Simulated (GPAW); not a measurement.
## SrCl2 (Fm-3m): refractive index against wavelength

The refractive index of SrCl2 (Fm-3m) below the direct gap (5.52 eV on the mesh) is read from one computed spectrum, n = √(Re ε).

Cell: a, b, c = 4.933, 4.933, 4.933 Å (primitive vectors), 3 atoms.

Method: GPAW 26.7.0, PBE, RPA, k-mesh 8×8×8, local fields up to 50 eV, Lorentzian half width 0.15 eV.

Launch of the response step: `OMP_NUM_THREADS=1 python df.py`. The run took 3.9 min, its band step included, on 1 thread of Arm Neoverse V1, on a shared host.

| wavelength (nm) | photon energy E (eV) | n |
| --- | --- | --- |
| 850 | 1.459 | 1.6638 |
| 700 | 1.771 | 1.6700 |
| 633 | 1.959 | ? |
| 532 | 2.331 | 1.6850 |
| 450 | 2.755 | 1.7000 |
| 405 | 3.061 | 1.7131 |
| 365 | 3.397 | 1.7302 |

In the single-oscillator model n² − 1 = E₀E_d/(E₀² − E²), so 1/(n² − 1) = E₀/E_d − E²/(E₀E_d) is linear in E².

Working, on the rows shown:

| x = E² (eV²) | y = 1/(n² − 1) |
| --- | --- |
| 2.12762 | 0.565537 |
| 3.13716 | 0.559003 |
| 5.43137 | 0.543707 |
| 7.59115 | 0.529101 |
| 9.37179 | 0.516873 |
| 11.5384 | 0.501607 |

Means: x̄ = 6.5329, ȳ = 0.53597. Σ(x − x̄)(y − ȳ) = -0.4505, Σ(x − x̄)² = 66.39. Slope = -0.4505 / 66.39 = -0.006786; intercept = ȳ − slope · x̄ = 0.5803. Turned back into n, the line misses the rows shown by at most 0.00046.

What does the fit predict for the withheld row, and how well does it do?

At x = 3.8364 the line gives y = 0.55427, that is 1.6746. The run gave 1.6745, so the interpolation is off by 6.8e-05, 0.1 % of the range in the table.

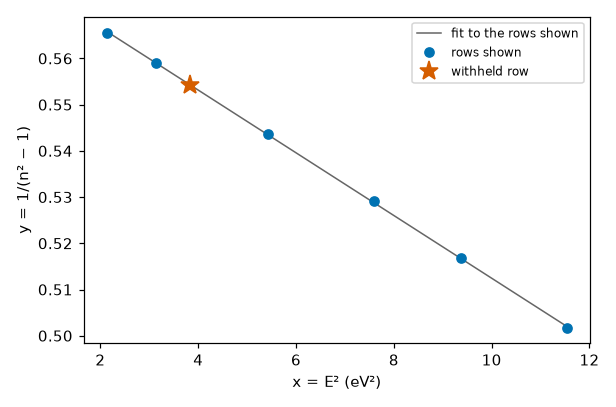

Refitted with all rows, the slope is -0.006788 and the intercept 0.58033. These give E₀ = √(intercept/−slope) = 9.25 eV and E_d = E₀/intercept = 15.9 eV; E₀ is 1.7 times the direct gap. The electronic limit at long wavelengths, without lattice vibrations, is n = √(1 + 1/intercept) = 1.650. Excitons are left out; PBE gaps are as a rule too small. The values come from a sum over the points of one k-mesh and carry its error, which grows as the direct gap shrinks. Spin-orbit coupling is left out.
